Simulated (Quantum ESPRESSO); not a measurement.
# 1T-PtS2, 2 layers, AA stacking, stepped through biaxial strain, part 2 of 7

What law, if any, do the results for 1T-PtS2, 2 layers, AA stacking follow against biaxial strain?

Quantum ESPRESSO 7.5; plane-wave DFT, PBE, GBRV ultrasoft pseudopotentials.

So far. Step 2 (Relaxing cell and ions of the reference):  The last row is no step: it is a fresh SCF in the final cell with a new plane-wave basis, +0 meV from the row before.

## 3. Relaxation with pw.x, -4 %

Level of this step: plane-wave DFT, PBE-D3(BJ), GBRV ultrasoft pseudopotentials (Quantum ESPRESSO).

File m0.relax.in:

```
&control
  prefix = 'm0.relax'
  outdir = './out'
  pseudo_dir = './pseudo'
  nstep = 40
  forc_conv_thr = 0.0003
  calculation = 'relax'
  tstress = .true.
/
&system
  ibrav = 0
  nat = 6
  ntyp = 2
  ecutwfc = 50
  ecutrho = 250
  vdw_corr = 'grimme-d3'
  dftd3_version = 4
  occupations = 'smearing'
  smearing = 'fd'
  degauss = 0.002
/
&electrons
  conv_thr = 1e-09
  mixing_beta = 0.4
  electron_maxstep = 120
  mixing_mode = 'plain'
/
&ions
/
ATOMIC_SPECIES
  S   32.0600  s_pbe_v1.4.uspp.F.UPF
  Pt  195.0840  pt_pbe_v1.4.uspp.F.UPF
CELL_PARAMETERS angstrom
  3.41782154112000 0.00000000000000 0.00000000000000
  -1.70891077056000 2.95992028032000 0.00000000000000
  0.00000000000000 0.00000000000000 22.22817278700000
ATOMIC_POSITIONS crystal
  S   0.666666666700 0.333333333300 0.336507656100
  Pt  0.000000000000 0.000000000000 0.392298910300
  S   0.333333333300 0.666666666700 0.446740145800
  S   0.666666666700 0.333333333300 0.553259854200
  Pt  0.000000000000 0.000000000000 0.607701089700
  S   0.333333333300 0.666666666700 0.663492343900
K_POINTS automatic
  12 12 1 0 0 0
```

Run with:

```sh
> OMP_NUM_THREADS=1 mpirun -n 4 pw.x -nk 4 -in m0.relax.in > m0.relax.out
```

What it wrote:

```text
[banner, memory and clock lines left out]
Program PWSCF v.7.5 starts
[citation notice left out]

[...]
Message from routine setup:
[...]
bravais-lattice index     =            0
     lattice parameter (alat)  =       6.4587  a.u.
     unit-cell volume          =    1517.5037 (a.u.)^3
     number of atoms/cell      =            6
     number of atomic types    =            2
     number of electrons       =        56.00
     number of Kohn-Sham states=           34
     kinetic-energy cutoff     =      50.0000  Ry
     charge density cutoff     =     250.0000  Ry
     scf convergence threshold =      1.0E-09
     mixing beta               =       0.4000
     number of iterations used =            8  plain     mixing
     energy convergence thresh.=      1.0E-04
     force convergence thresh. =      3.0E-04
     Exchange-correlation=  SLA  PW   PBX  PBC
                           (   1   4   3   4   0   0   0)
     nstep                     =           40

[...]
PseudoPot. # 1 for S  read from file:
     ./pseudo/s_pbe_v1.4.uspp.F.UPF
     Pseudo is Ultrasoft + core correction, Zval =  6.0
     Generated by new atomic code, or converted to UPF format
     Using radial grid of  907 points,  6 beta functions with:
                l(1) =   0
                l(2) =   0
                l(3) =   1
                l(4) =   1
                l(5) =   2
                l(6) =   2
     Q(r) pseudized with  8 coefficients,  rinner =    1.300   1.300   1.300
                                                       1.300   1.300

     PseudoPot. # 2 for Pt read from file:
     ./pseudo/pt_pbe_v1.4.uspp.F.UPF
     Pseudo is Ultrasoft + core correction, Zval = 16.0
     Generated by new atomic code, or converted to UPF format
     Using radial grid of  985 points,  6 beta functions with:
                l(1) =   0
                l(2) =   0
                l(3) =   1
                l(4) =   1
                l(5) =   2
                l(6) =   2
     Q(r) pseudized with  8 coefficients,  rinner =    1.300   1.300   1.300
                                                       1.300   1.300

     atomic species   valence    mass     pseudopotential
     S                 6.00    32.06000     S ( 1.00)
     Pt               16.00   195.08400     Pt( 1.00)

     12 Sym. Ops., with inversion, found

[...]
number of k points=    19  Fermi-Dirac smearing, width (Ry)=  0.0020
[...]
Dense  grid:   101215 G-vectors     FFT dimensions: (  36,  36, 216)

     Smooth grid:    72603 G-vectors     FFT dimensions: (  30,  30, 192)

     Initial potential from superposition of free atoms

     starting charge      54.9998, renormalised to      56.0000

     negative rho (up, down):  3.821E-01 0.000E+00
     Starting wfcs are   40 randomized atomic wfcs

     per-process dynamical memory:   100.9 Mb

     Self-consistent Calculation

     iteration #  1     ecut=    50.00 Ry     beta= 0.40
     Davidson diagonalization with overlap
     ethr =  1.00E-02,  avg # of iterations =  5.1

     negative rho (up, down):  3.601E-01 0.000E+00

     total energy              =    -516.68260363 Ry
     estimated scf accuracy    <       3.91894029 Ry

     iteration #  2     ecut=    50.00 Ry     beta= 0.40
[...]
negative rho (up, down):  3.637E-01 0.000E+00

[...]
total energy              =    -517.78755986 Ry
     estimated scf accuracy    <       1.70711429 Ry

     iteration #  3     ecut=    50.00 Ry     beta= 0.40
[...]
negative rho (up, down):  3.628E-01 0.000E+00

[...]
total energy              =    -518.01231003 Ry
     estimated scf accuracy    <       0.18669249 Ry

     iteration #  4     ecut=    50.00 Ry     beta= 0.40
[...]
negative rho (up, down):  3.600E-01 0.000E+00

[...]
total energy              =    -518.04577680 Ry
     estimated scf accuracy    <       0.08673332 Ry

     iteration #  5     ecut=    50.00 Ry     beta= 0.40
[...]
negative rho (up, down):  3.583E-01 0.000E+00

[...]
total energy              =    -518.04958604 Ry
     estimated scf accuracy    <       0.01003615 Ry

     iteration #  6     ecut=    50.00 Ry     beta= 0.40
[...]
negative rho (up, down):  3.583E-01 0.000E+00

[...]
total energy              =    -518.05242453 Ry
     estimated scf accuracy    <       0.00422815 Ry

[...]
iteration # 12     ecut=    50.00 Ry     beta= 0.40
[...]
negative rho (up, down):  3.585E-01 0.000E+00

[...]
total energy              =    -518.05279729 Ry
     estimated scf accuracy    <       0.00000002 Ry

     iteration # 13     ecut=    50.00 Ry     beta= 0.40
[...]
negative rho (up, down):  3.585E-01 0.000E+00

[...]
total energy              =    -518.05279730 Ry
     estimated scf accuracy    <       0.00000003 Ry

     iteration # 14     ecut=    50.00 Ry     beta= 0.40
[...]
negative rho (up, down):  3.585E-01 0.000E+00

[...]
total energy              =    -518.05279731 Ry
     estimated scf accuracy    <          2.8E-09 Ry

     iteration # 15     ecut=    50.00 Ry     beta= 0.40
[...]
negative rho (up, down):  3.585E-01 0.000E+00

[...]
End of self-consistent calculation

          k = 0.0000 0.0000 0.0000 (  9113 PWs)   bands (ev):

   -51.4855 -51.4855 -51.4855 -51.4855 -51.4440 -51.4439 -13.4275 -13.0708
   -10.9629 -10.3175  -4.8849  -4.5917  -4.5917  -4.5697  -4.5697  -3.8674
    -1.7190  -1.7190  -1.6979  -1.6979  -0.1367   0.6571   0.6623   1.2379
     1.2379   1.4541   1.4541   2.2387   4.9236   4.9236   5.4050   5.4050
     7.0024   7.0849

          k = 0.0000 0.0962 0.0000 (  9083 PWs)   bands (ev):

   -51.4879 -51.4879 -51.4861 -51.4861 -51.4437 -51.4436 -13.3251 -12.9673
   -10.9668 -10.3590  -4.8810  -4.5782  -4.5321  -4.5102  -4.5050  -3.7630
    -1.8784  -1.8349  -1.8045  -1.7694  -0.0640   0.3280   0.4782   1.1840
     1.2920   1.4850   1.5100   2.5140   4.4502   4.7600   4.9126   5.2860
     7.2343   7.3063

[...]
the Fermi energy is     3.0053 ev

!    total energy              =    -518.05279731 Ry
     estimated scf accuracy    <          7.4E-10 Ry
     smearing contrib. (-TS)   =      -0.00000000 Ry
     internal energy E=F+TS    =    -518.05279731 Ry

     The total energy is F=E-TS. E is the sum of the following terms:
     one-electron contribution =   -2888.14681261 Ry
     hartree contribution      =    1456.76805154 Ry
     xc contribution           =    -147.94095978 Ry
     ewald contribution        =    1061.42816637 Ry
     DFT-D3 Dispersion         =      -0.16124283 Ry

     convergence has been achieved in  15 iterations

     negative rho (up, down):  3.585E-01 0.000E+00

     Forces acting on atoms (cartesian axes, Ry/au):

     atom    1 type  1   force =    -0.00000000   -0.00000000   -0.04919399
     atom    2 type  2   force =     0.00000000    0.00000000    0.00228828
     atom    3 type  1   force =     0.00000000    0.00000000    0.04255441
     atom    4 type  1   force =    -0.00000000   -0.00000000   -0.04255441
     atom    5 type  2   force =    -0.00000000   -0.00000000   -0.00228828
     atom    6 type  1   force =     0.00000000    0.00000000    0.04919399

     Total force =     0.092045     Total SCF correction =     0.000123

     Computing stress (Cartesian axis) and pressure

     negative rho (up, down):  3.585E-01 0.000E+00
          total   stress  (Ry/bohr**3)                   (kbar)     P=       71.09
   0.00057273  -0.00000000   0.00000000           84.25       -0.00        0.00
  -0.00000000   0.00057273   0.00000000           -0.00       84.25        0.00
  -0.00000000  -0.00000000   0.00030424           -0.00       -0.00       44.75

     BFGS Geometry Optimization
     Energy error            =      8.5E-03 Ry
     Gradient error          =      4.9E-02 Ry/Bohr

     number of scf cycles    =   1
     number of bfgs steps    =   0

     energy             new  =    -518.0527973059 Ry

     new trust radius        =       0.0491939937 bohr
     new conv_thr            =       0.0000000010 Ry

ATOMIC_POSITIONS (crystal)
S                0.6666666667        0.3333333333        0.3353365144
Pt               0.0000000000        0.0000000000        0.3923533866
S                0.3333333333        0.6666666667        0.4477532217
S                0.6666666667        0.3333333333        0.5522467783
Pt              -0.0000000000       -0.0000000000        0.6076466134
S                0.3333333333        0.6666666667        0.6646634856

[...]
NEW-OLD atomic charge density approx. for the potential

     negative rho (up, down):  3.582E-01 0.000E+00

     per-process dynamical memory:   113.4 Mb

[...]
!    total energy              =    -518.05986962 Ry
[...]
Total force =     0.061862     Total SCF correction =     0.000198
[...]
number of bfgs steps    =   1
[...]
energy             new  =    -518.0598696187 Ry
[...]
new trust radius        =       0.0541133930 bohr
[...]
!    total energy              =    -518.06445252 Ry
[...]
Total force =     0.031079     Total SCF correction =     0.000053
[...]
number of bfgs steps    =   2
[...]
energy             new  =    -518.0644525192 Ry
[...]
new trust radius        =       0.0568216743 bohr
[...]
!    total energy              =    -518.06607603 Ry
[...]
Total force =     0.006168     Total SCF correction =     0.000092
[...]
number of bfgs steps    =   3
[...]
energy             new  =    -518.0660760332 Ry
[...]
new trust radius        =       0.0060206931 bohr
[...]
!    total energy              =    -518.06611935 Ry
[...]
Total force =     0.006133     Total SCF correction =     0.000028
[...]
number of bfgs steps    =   4
[...]
energy             new  =    -518.0661193515 Ry
[...]
new trust radius        =       0.0066227624 bohr
[...]
!    total energy              =    -518.06617724 Ry
[...]
Total force =     0.006319     Total SCF correction =     0.000005
[...]
number of bfgs steps    =   5
[...]
energy             new  =    -518.0661772403 Ry
[...]
new trust radius        =       0.0099341436 bohr
[...]
!    total energy              =    -518.06740900 Ry
[...]
Total force =     0.009507     Total SCF correction =     0.000005
[...]
number of bfgs steps    =  10
[...]
energy             new  =    -518.0674089987 Ry
[...]
new trust radius        =       0.0754374027 bohr
[...]
Self-consistent Calculation

     iteration #  1     ecut=    50.00 Ry     beta= 0.40
     Davidson diagonalization with overlap
     ethr =  1.00E-06,  avg # of iterations = 12.1

     negative rho (up, down):  3.595E-01 0.000E+00

     total energy              =    -518.06023004 Ry
     estimated scf accuracy    <       0.01719351 Ry

[...]
iteration # 12     ecut=    50.00 Ry     beta= 0.40
[...]
negative rho (up, down):  3.596E-01 0.000E+00

[...]
End of self-consistent calculation

          k = 0.0000 0.0000 0.0000 (  9113 PWs)   bands (ev):

   -51.3005 -51.3004 -51.2583 -51.2583 -51.2583 -51.2583 -12.9654 -12.5890
   -10.9222 -10.3676  -4.6722  -3.9506  -3.9506  -3.9305  -3.9305  -3.7190
    -1.4115  -1.4115  -1.3970  -1.3970  -0.2460   0.4496   0.4529   1.3954
     1.3954   1.5996   1.5996   2.0415   4.6372   4.6372   5.0520   5.0520
     7.0407   7.1871

          k = 0.0000 0.0962 0.0000 (  9083 PWs)   bands (ev):

   -51.3001 -51.3001 -51.2606 -51.2606 -51.2589 -51.2588 -12.8693 -12.4917
   -10.9111 -10.3856  -4.6042  -3.9896  -3.9624  -3.8999  -3.8744  -3.5903
    -1.5660  -1.5310  -1.4891  -1.4625  -0.1815   0.2351   0.3621   1.1609
     1.4439   1.5380   1.6535   2.3596   4.2447   4.5025   4.6142   4.9561
     7.1958   7.3880

[...]
0.2443   0.4327   0.4986   1.0009   4.1
```

Run time: 13 min. Hardware: 4 MPI ranks of Arm Neoverse V1, shared host; peak memory 0.92 GiB; 50 min of CPU time.

The steps of the relaxation:

| step | energy less that of the first step (eV) | largest force (eV/Å) |
| --- | --- | --- |
| 1 | 0.0000 | 1.2648 |
| 2 | -0.0962 | 0.8694 |
| 3 | -0.1586 | 0.4655 |
| 4 | -0.1807 | 0.0776 |
| 5 | -0.1813 | 0.0729 |
| 6 | -0.1820 | 0.0847 |
| 7 | -0.1834 | 0.0957 |
| 8 | -0.1854 | 0.1062 |
| 9 | -0.1885 | 0.1155 |
| 10 | -0.1928 | 0.1231 |
| 11 | -0.1988 | 0.1284 |
| 12 | -0.2061 | 0.1270 |
| 13 | -0.2134 | 0.1183 |
| 14 | -0.2171 | 0.0930 |
| 15 | -0.2179 | 0.0573 |
| 16 | -0.2182 | 0.0220 |
| 17 | -0.2182 | 0.0034 |

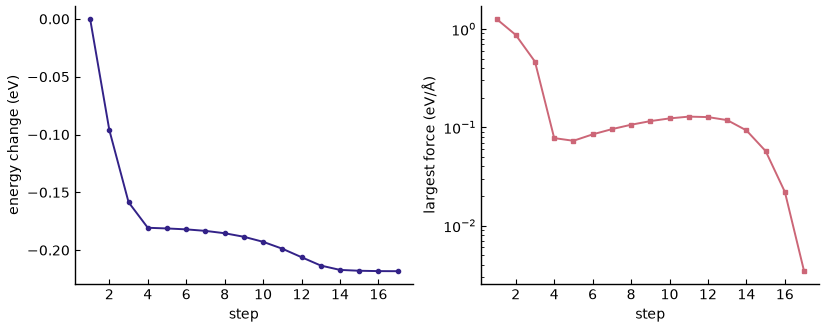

Energy and largest force along the relaxation.

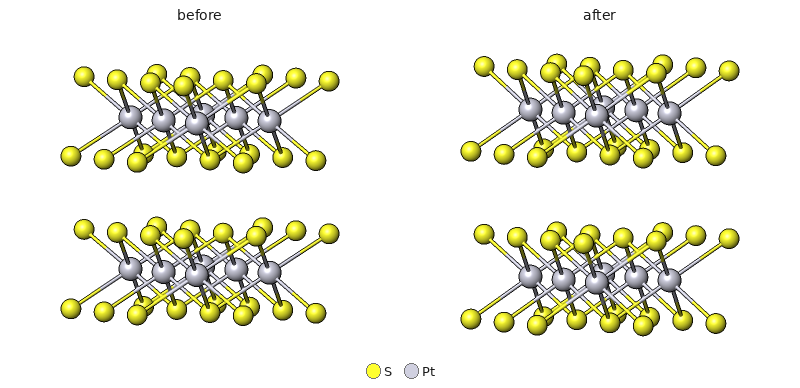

Before and after, at one scale.

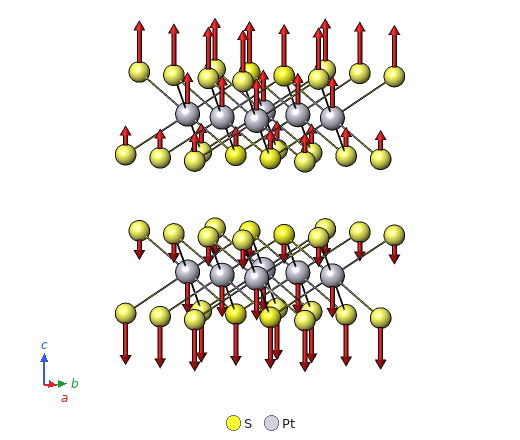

Displacements in the relaxation, exaggerated; the longest in the cell stands for 0.32 Å. 2×1×1 cells are drawn. Some periodic images of atoms are drawn too.

The atoms that moved most (Å):

| atom | dx | dy | dz | length |
| --- | --- | --- | --- | --- |
| S6 | 0.000 | 0.000 | 0.323 | 0.323 |
| S1 | 0.000 | 0.000 | -0.323 | 0.323 |
| Pt2 | 0.000 | 0.000 | -0.241 | 0.241 |
| Pt5 | 0.000 | 0.000 | 0.241 | 0.241 |
| S3 | 0.000 | 0.000 | -0.154 | 0.154 |
| S4 | 0.000 | 0.000 | 0.154 | 0.154 |

The relaxed structure:

```xyz
6
Lattice="3.4178 0.0000 0.0000 -1.7089 2.9599 0.0000 0.0000 0.0000 22.2282" Properties=species:S:1:pos:R:3
S     1.7089    0.9866    7.1567
Pt    0.0000    0.0000    8.4793
S     0.0000    1.9733    9.7761
S     1.7089    0.9866   12.4521
Pt    0.0000    0.0000   13.7489
S     0.0000    1.9733   15.0715
```

The relaxation lowers the energy by 36 meV an atom.

Numbers from this step:

| Item | Value |
| --- | --- |
| free energy | -7048.6856 eV |
| Fermi energy | 2.744 eV |

(Part 2 of 7 ends here.)

[Logs are printed without paths, hosts, clocks, repeated set-up lines and the standing remarks that a program may print on its own settings, such as how far it seeks lower states.]

[Hosts, paths, dates, database ids (printed as entryN), source tags and the programs' standing remarks are cut or masked in the printed files.]

[Maps of the electrostatic potential energy from Ansatz leave out the sawtooth potential of an applied field or a dipole correction, so their vacuum need not be flat; planar profiles and work functions include it.]
